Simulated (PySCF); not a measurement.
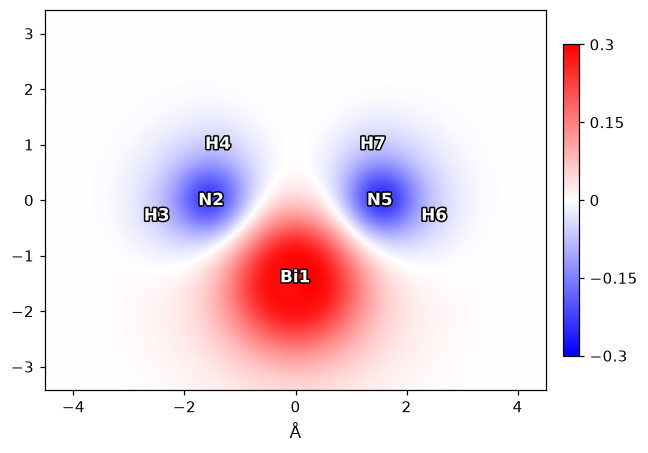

The picture shows: BiH$_{4}$N$_{2}$ (charge +1). The LUMO on a plane 0.8 Å above the molecular plane (values in Å⁻³ᐟ²; the overall sign is arbitrary).

Core potentials replace the inner electrons of Bi.

The calculation used RKS PBE0, Bi def2-SVP with ECP60, N def2-SVP, H def2-SVP; non-relativistic Hamiltonian with scalar-relativistic core potentials where named; density fitting in PySCF.

Input

```
mol = gto.M(atom='''
Bi     0.00000    -0.00000    -0.16443
N      1.49879    -0.24461     1.22289
H      2.46955    -0.37578     0.94529
H      1.37935    -0.21086     2.23390
N     -1.49879     0.24461     1.22289
H     -2.46955     0.37578     0.94529
H     -1.37935     0.21086     2.23390''',
    basis={'Bi': 'def2-SVP', 'N': 'def2-SVP', 'H': 'def2-SVP'},
    ecp={'Bi': 'def2-SVP'},
    charge=1, spin=0)
mf = dft.RKS(mol, xc='PBE0')
mf.grids.atom_grid = (75, 302)  # f atoms: at least (60, 302), unpruned
mf = mf.density_fit()  # Bi def2-universal-JKFIT, N def2-universal-JKFIT, H def2-universal-JKFIT
mf.conv_tol = 1e-09; mf.max_cycle = 55
mf.kernel(dm0)
```

Command:

```sh
OMP_NUM_THREADS=2 python run.py
```

Describe this orbital and give its energy.

Answer. It lies mainly on Bi1 (about 70 %), N2 (about 15 %) and N5 (about 15 %); it changes sign across the molecular plane (π type). Its energy is −7.93 eV.
